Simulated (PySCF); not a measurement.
SMILES [SiH3][SiH](Cl)Cl (H4Cl2Si2) at its PBE0/def2-SVP optimised geometry (Å):

```
8

Si     1.2436    -0.2787     0.0000
Si    -1.0951    -0.2787     0.0000
Cl    -1.7473    -1.2200     1.7232
Cl    -1.7456     1.6855     0.0000
H      1.7056     0.4459     1.2202
H      1.7456    -1.6855     0.0224
H      1.7449     0.4149    -1.2245
H     -1.7366    -0.9634    -1.1545
```

Computed with PySCF with PBE0/def2-TZVP.

Map of the electron localisation function on the plane z = 1.2 Å:

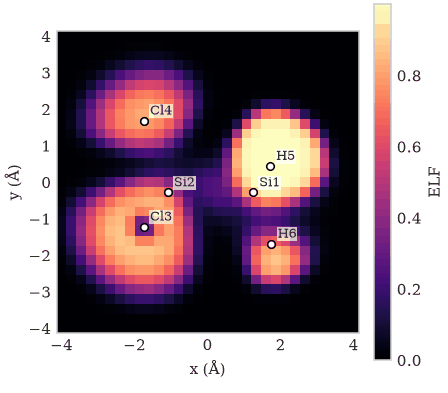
Figure. Electron localisation function on the plane z = 1.2 Å.
